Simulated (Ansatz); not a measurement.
# PBE/def2-SVP run of C4H4Se (selenophene)

What is the vertical singlet–triplet gap of C4H4Se (selenophene) at PBE/def2-SVP? 

The calculation is run with Ansatz 0.2.0.

38 further runs of the same task are left out: 38 set aside as unsound or not needed.

## (1) Starting point

C4H4Se: 9 atoms, total charge 0, spin state singlet. As SMILES, `c1cc[se]c1`. Geometry: relaxed at PBE0-D4/def2-TZVP.

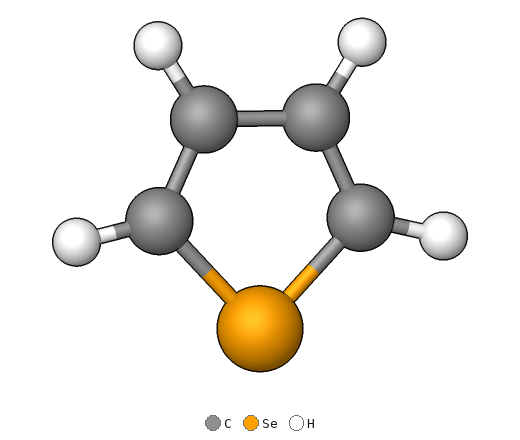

Viewed from a chosen angle; carbon grey, selenium orange, hydrogen white.

## (2) A single-point energy at PBE/def2-SVP

run.yaml reads:

```yaml
crystal:
  periodic: [false, false, false]
  atoms:
    - {symbol: C, position_ang: [0.161870, 0.966320, 0.120230]}
    - {symbol: C, position_ang: [0.964250, -0.189170, -0.094240]}
    - {symbol: C, position_ang: [0.270910, -1.350970, -0.203380]}
    - {symbol: Se, position_ang: [-1.550740, -1.070180, -0.035800]}
    - {symbol: C, position_ang: [-1.173010, 0.728430, 0.182560]}
    - {symbol: H, position_ang: [0.580520, 1.959720, 0.225910]}
    - {symbol: H, position_ang: [2.044320, -0.148290, -0.165330]}
    - {symbol: H, position_ang: [0.666130, -2.341940, -0.366510]}
    - {symbol: H, position_ang: [-1.964260, 1.446100, 0.336540]}
basis:
  gaussian: {orbitals: def2-SVP}
total_charge: 0
hamiltonian: {xc: pbe}
accuracy: high
output: {orbitals: {seedname: orbitals}}
```

The run is started by

```sh
$ ansatz run run.yaml --threads 1 --pin off --max-ram 3480MiB --events-out events.jsonl --progress --plain --runs-dir runs
```

Output:

```text
Warning: RAYON_NUM_THREADS=1 ignored (pool sized by the plan → 1); use --threads N
Functional definition: PBE
  name "PBE"
  parameter kappa = 0.804
  parameter beta = 0.06672455060314922
  exchange = pbe_x(kappa = kappa, mu = beta*pi^2/3)
  correlation = pbe_c(beta = beta)
2449 factors; integrals over basis functions are off by at most 4.7e-9 eV
mean field evaluation 1: about -69516.1338 eV, gradient 8.4e1 eV
mean field evaluation 2: about -69436.3609 eV, gradient 1.9e2 eV
mean field evaluation 4: about -69532.5104 eV, gradient 3.6e1 eV
mean field evaluation 8: about -69535.8667 eV, gradient 2.8e-1 eV
mean field evaluation 16: about -69535.8668 eV, gradient 7.7e-6 eV
mean field -69535.86684391 eV, -2555.3959734104 hartree, gradient 2.4e-8 eV, S^2 0.000000; 0 other end points of the search recorded, 0 dependent functions left out
reference -69535.86684700 eV, -2555.3959735239 hartree; 31, 31 occupied and 77, 77 virtual orbitals, 2449 factors
Total energy: -69535.86684700 eV, -2555.3959735239 hartree
```

It took 8.7 s on 1 thread of Arm Neoverse V2, shared host; peak memory 0.31 GiB.

## (3) The triplet, same level

job.yaml reads:

```yaml
crystal:
  periodic: [false, false, false]
  atoms:
    - symbol: C
      position_ang: [0.161870, 0.966320, 0.120230]
    - symbol: C
      position_ang: [0.964250, -0.189170, -0.094240]
    - symbol: C
      position_ang: [0.270910, -1.350970, -0.203380]
    - symbol: Se
      position_ang: [-1.550740, -1.070180, -0.035800]
    - symbol: C
      position_ang: [-1.173010, 0.728430, 0.182560]
    - symbol: H
      position_ang: [0.580520, 1.959720, 0.225910]
    - symbol: H
      position_ang: [2.044320, -0.148290, -0.165330]
    - symbol: H
      position_ang: [0.666130, -2.341940, -0.366510]
    - symbol: H
      position_ang: [-1.964260, 1.446100, 0.336540]
basis:
  gaussian: {orbitals: def2-SVP}
magnetization: {spin_polarized: true, initial_magnetization: 2}
hamiltonian: {xc: pbe}
accuracy: high
output: {orbitals: {seedname: orbitals}}
```

The run is started by

```sh
$ ansatz run job.yaml --threads 1 --pin off --max-ram 3480MiB --events-out events.jsonl --progress --plain --runs-dir runs
```

Output, shortened:

```text
Warning: RAYON_NUM_THREADS=1 ignored (pool sized by the plan → 1); use --threads N
[... 6 set-up lines as earlier in the session ...]
2448 factors; integrals over basis functions are off by at most 4.7e-9 eV
mean field evaluation 1: about -69515.0271 eV, gradient 5.4e1 eV
mean field evaluation 2: about -69457.0016 eV, gradient 1.1e2 eV
mean field evaluation 4: about -69529.4584 eV, gradient 2.1e1 eV
mean field evaluation 8: about -69532.0346 eV, gradient 1.7e0 eV
mean field evaluation 16: about -69532.0382 eV, gradient 2.4e-3 eV
mean field evaluation 32: about -69530.6341 eV, gradient 1.2e1 eV
mean field evaluation 64: about -69531.4326 eV, gradient 3.7e0 eV
mean field -69532.03822615 eV, -2555.2552743028 hartree, gradient 8.8e-8 eV, S^2 2.004642; 6 other end points of the search recorded, 0 dependent functions left out
reference -69532.03822921 eV, -2555.2552744151 hartree; 32, 30 occupied and 76, 78 virtual orbitals, 2448 factors
Total energy: -69532.03822921 eV, -2555.2552744151 hartree
```

Run time: 28 s. Hardware: 1 thread of Arm Neoverse V2, shared host; peak memory 0.41 GiB.

## (4) Outcome

At PBE/def2-SVP:

| quantity | value |
| --- | --- |
| singlet: total energy | -2555.39597 Eh |
| singlet: HOMO energy | -5.75 eV |
| singlet: LUMO energy | -1.25 eV |
| singlet: HOMO–LUMO gap | 4.50 eV |
| triplet: total energy | -2555.25527 Eh |
| triplet: HOMO energy (highest over α and β) | -1.98 eV |
| triplet: ⟨S²⟩ | 2.005 |
| vertical energy of the triplet above the singlet | 3.829 eV |

In words: At this shape the triplet lies 3.83 eV (369 kJ/mol) above the singlet.
